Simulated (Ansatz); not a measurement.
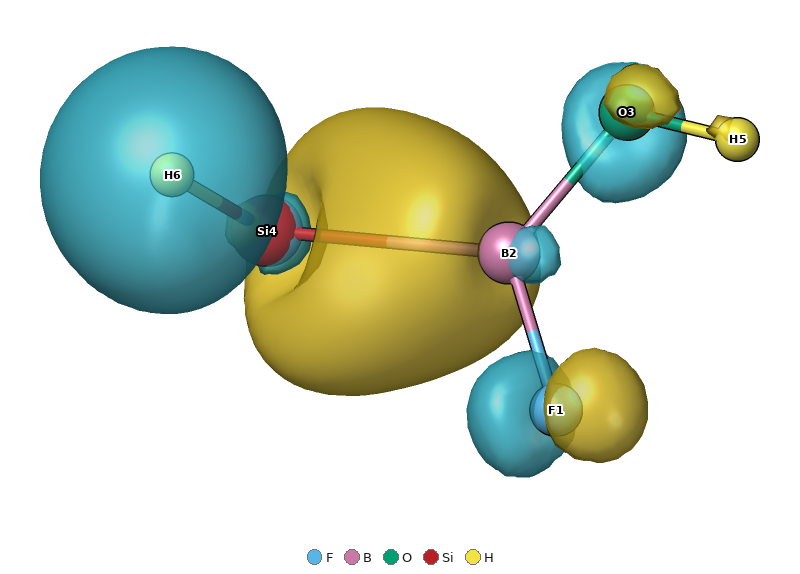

Figure 1: BFH2OSi. The HOMO−1 at ±0.15 Å⁻³ᐟ² (yellow and cyan are the two phases), seen at a tilt.

Method: RKS BLYP/def2-SVP (Ansatz 0.2.0).

```yaml
atoms:
  - { symbol: F, position_ang: [0.2689, -1.5853, 0.8567] }
  - { symbol: B, position_ang: [0.4159, -0.3663, 0.2741] }
  - { symbol: O, position_ang: [1.6303, 0.2494, 0.3343] }
  - { symbol: Si, position_ang: [-1.1507, 0.5066, -0.7636] }
  - { symbol: H, position_ang: [2.2947, -0.2641, 0.8431] }
  - { symbol: H, position_ang: [-1.6645, 1.1438, 0.5490] }
```

> What is the character of this orbital?

Its weight (Hirshfeld) is mainly on Si4 (about 45 %), H6 (about 25 %), B2 (about 15 %) and F1 (about 5 %). Its energy is −6.98 eV.
